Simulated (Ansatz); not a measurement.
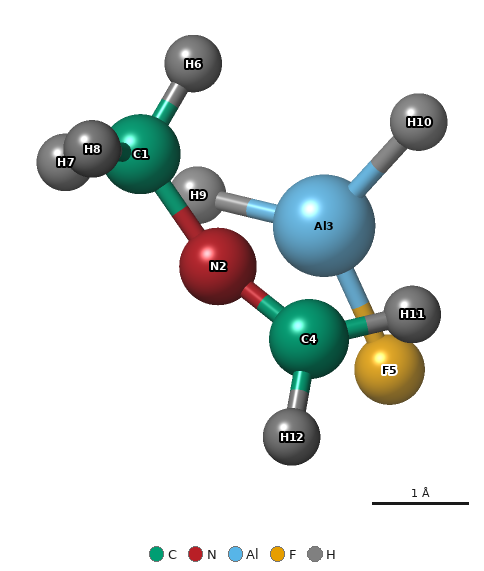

**Figure 1.** The structure (ball-and-stick view, seen at a tilt; atoms are numbered from 1 in the order of the input). Sticks mark near contacts.

## Phonon calculation, with input and output: C$_{2}$H$_{7}$AlFN

The run: phonon calculation of C$_{2}$H$_{7}$AlFN. Method and program: RKS CAM-B3LYP-D4/def2-SVP (Ansatz 0.2.0).

It belongs to a series of runs on one base structure; here: vibrations at the highest image of the band. Figures and captions count atoms from 1; the log counts them from 0 in places.

Input file
```yaml
crystal:
  periodic: [false, false, false]
  atoms:
    - { symbol: C, position_ang: [-0.631404, -0.348436, 1.404829] }
    - { symbol: "N", position_ang: [-0.734911, -0.322225, -0.01513] }
    - { symbol: Al, position_ang: [1.207039, 0.979078, -0.427732] }
    - { symbol: C, position_ang: [-0.651363, -0.742878, -1.193174] }
    - { symbol: F, position_ang: [0.967761, 1.404067, -2.033625] }
    - { symbol: H, position_ang: [0.356414, -0.661742, 1.793901] }
    - { symbol: H, position_ang: [-0.869521, 0.643641, 1.811407] }
    - { symbol: H, position_ang: [-1.394462, -1.044148, 1.788929] }
    - { symbol: H, position_ang: [0.846744, 2.092866, 0.628308] }
    - { symbol: H, position_ang: [2.225865, -0.20392, -0.188081] }
    - { symbol: H, position_ang: [0.289931, -1.099859, -1.670353] }
    - { symbol: H, position_ang: [-1.535194, -0.751544, -1.86518] }
basis:
  gaussian: { orbitals: def2-SVP }
hamiltonian:
  xc: cam_b3lyp
  dispersion: d4
phonons: {}
```

Machine: 2 threads of Arm Neoverse V1, 24 GiB of memory available, shared host.

Command:
```bash
ansatz run input.yaml --threads 2 --pin off --max-ram 3072MiB --backend cpu --events-out ev --progress --plain --runs-dir out
```

Output
```
Engine: ansatz 0.2.0, aarch64-unknown-linux-gnu
Functional definition: CAM-B3LYP
  parameter alpha = 0.19
  parameter beta = 0.46
  parameter omega = 0.33/bohr
  parameter ac = 0.81
  exchange = (1 - alpha - beta)*b88_x + beta*b88_x_sr(omega) + alpha*exact_x + beta*exact_x_lr(omega)
  correlation = (1 - ac)*vwn5_c + ac*lyp_c
1183 factors; integrals over basis functions are off by at most 3.9e-4 eV
390 factors; integrals over basis functions are off by at most 6.9e-7 eV
mean field evaluation 1: about -12977.9039 eV, gradient 4.7e1 eV
mean field evaluation 2: about -12976.3006 eV, gradient 5.9e1 eV
mean field evaluation 4: about -12982.0902 eV, gradient 1.7e0 eV
mean field evaluation 8: about -12982.1216 eV, gradient 1.8e-1 eV
mean field evaluation 16: about -12982.1217 eV, gradient 1.3e-4 eV
mean field -12982.12167003 eV, -477.0841717755 hartree, gradient 3.1e-5 eV, S^2 0.000000; 0 other end points of the search recorded, 0 dependent functions left out
the calculation of the forces begins
reference -12982.12180023 eV, -477.0841765602 hartree; 24, 24 occupied and 85, 85 virtual orbitals, 1183 factors
these checks for a lower state are left out or cut short: stability, starts, cluster_reference, orbital_swaps, neighbouring_geometries, increment
1183 factors; integrals over basis functions are off by at most 3.9e-4 eV
390 factors; integrals over basis functions are off by at most 6.9e-7 eV
mean field -12982.12147757 eV, -477.0841647028 hartree, gradient 1.7e-6 eV, S^2 0.000000; 0 other end points of the search recorded, 0 dependent functions left out
[... from here on the field's lines of each further geometry are left out, up to the last ...]
the calculation of the forces begins
reference -12982.12167470 eV, -477.0841719472 hartree; 24, 24 occupied and 85, 85 virtual orbitals, 1183 factors
these checks for a lower state are left out or cut short: stability, starts, cluster_reference, orbital_swaps, neighbouring_geometries, increment
1183 factors; integrals over basis functions are off by at most 3.9e-4 eV
390 factors; integrals over basis functions are off by at most 6.9e-7 eV
mean field -12982.12170342 eV, -477.0841730025 hartree, gradient 2.7e-6 eV, S^2 0.000000; 0 other end points of the search recorded, 0 dependent functions left out
the calculation of the forces begins
reference -12982.12183362 eV, -477.0841777874 hartree; 24, 24 occupied and 85, 85 virtual orbitals, 1183 factors
WARN: phonons: modes at or below zero, which the zero-point energy, F, S and C_V leave out: 1, the lowest at -679.85 cm⁻¹. A minimum has none, and a first-order saddle one
Total energy: -12982.31853515 eV, -477.0914064351 hartree
Atom 0 at    -0.631404    -0.348436     1.404829 Å, force    -0.008477    -0.019037     0.006986 eV/Å
Atom 1 at    -0.734911    -0.322225    -0.015130 Å, force     0.038417     0.005659    -0.007934 eV/Å
Atom 2 at     1.207039     0.979078    -0.427732 Å, force    -0.007565    -0.003174     0.005500 eV/Å
Atom 3 at    -0.651363    -0.742878    -1.193174 Å, force    -0.013481     0.021940     0.025912 eV/Å
Atom 4 at     0.967761     1.404067    -2.033625 Å, force    -0.003388    -0.000401    -0.002911 eV/Å
Atom 5 at     0.356414    -0.661742     1.793901 Å, force    -0.000037     0.003026    -0.007199 eV/Å
Atom 6 at    -0.869521     0.643641     1.811407 Å, force     0.003476     0.001257    -0.005544 eV/Å
Atom 7 at    -1.394462    -1.044148     1.788929 Å, force    -0.003392     0.004891     0.012495 eV/Å
Atom 8 at     0.846744     2.092866     0.628308 Å, force    -0.001691     0.000542     0.000459 eV/Å
Atom 9 at     2.225865    -0.203920    -0.188081 Å, force     0.003138    -0.001176     0.000307 eV/Å
Atom 10 at     0.289931    -1.099859    -1.670353 Å, force    -0.029116     0.002371     0.001236 eV/Å
Atom 11 at    -1.535194    -0.751544    -1.865180 Å, force     0.022116    -0.015900    -0.029307 eV/Å
Dipole moment:    -0.410893    -0.515829     0.360918 e Å
Vibrations: -679.85 77.18 115.14 143.30 168.00 197.16 298.30 366.44 481.64 595.52 724.58 779.97 842.58 945.76 1126.63 1142.16 1147.86 1223.01 1412.93 1480.88 1494.26 1566.21 1904.63 1964.91 1975.28 2947.75 3005.43 3032.29 3100.20 3157.99 cm⁻¹, zero-point energy 2.319619 eV
```

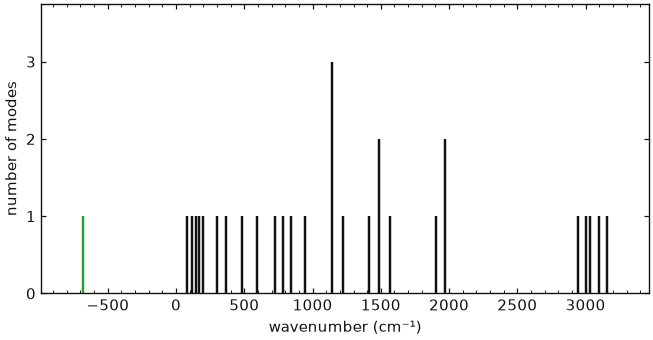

**Figure 2.** Harmonic vibrational wavenumbers from the force constants; neighbouring modes closer than 17 cm⁻¹ are counted in one stick, and imaginary ones are drawn at negative wavenumbers. 30 modes from 680i to 3158 cm⁻¹, 1 imaginary beyond 8i (680i cm⁻¹): a first-order saddle point, if the geometry is stationary.

Key numbers

- outcome: converged
- total energy: −12982.3185 eV
- mean-field energy: −12982.1218 eV
- largest force (length of the vector): 0.040 eV/Å
- wall time: 2.8 min (CPU time 5.5 min)
- peak memory: 0.29 GiB
